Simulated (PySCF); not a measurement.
```yaml
atoms:
  - { symbol: C, position_ang: [-1.7530, 0.3777, 0.0565] }
  - { symbol: C, position_ang: [-0.5979, -0.5297, 0.4181] }
  - { symbol: O, position_ang: [-0.7280, -1.5716, 1.0614] }
  - { symbol: C, position_ang: [0.6593, -0.0874, -0.0219] }
  - { symbol: C, position_ang: [2.0767, -0.1705, -0.2512] }
  - { symbol: O, position_ang: [1.2156, 0.8768, -0.7505] }
  - { symbol: H, position_ang: [-1.5912, 0.8486, -0.9092] }
  - { symbol: H, position_ang: [-1.8411, 1.1579, 0.8115] }
  - { symbol: H, position_ang: [-2.6728, -0.2002, 0.0483] }
  - { symbol: H, position_ang: [2.7707, 0.1393, 0.5201] }
  - { symbol: H, position_ang: [2.4669, -0.8383, -1.0091] }
```

Geometry: GFN2-xTB.

These are results of UKS B3LYP, pcH-1 on C H O, non-relativistic, mean-field spin-orbit, GIAO (PySCF 2.14.0, density-fitted response routines), not measurements.

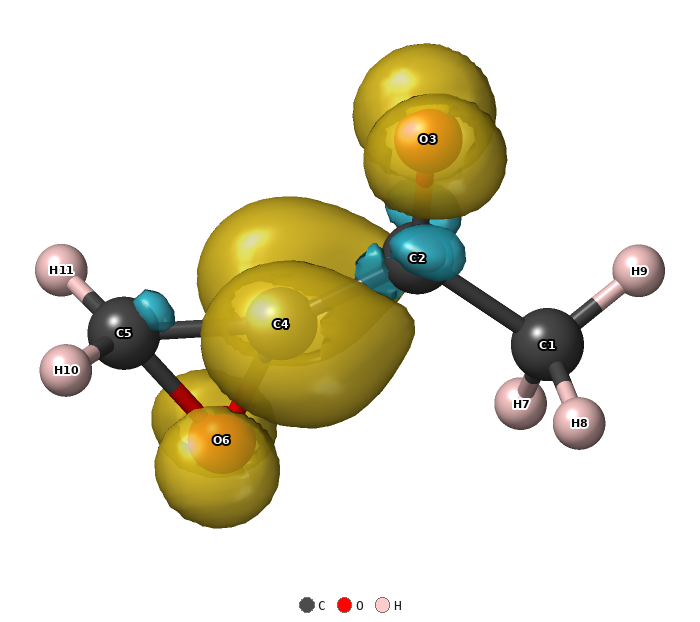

C$_{4}$H$_{5}$O$_{2}$ (SMILES CC(=O)[C]1CO1) (doublet). Isosurfaces of the spin density at +0.03 (yellow) and −0.03 e/Å³ (cyan), seen at a tilt.

Which atoms carry the spin?

The unpaired spin (1 electron) lies mostly on C4 (about 0.4), O3 (about 0.3) and O6 (about 0.2), in electrons by Hirshfeld's partition.
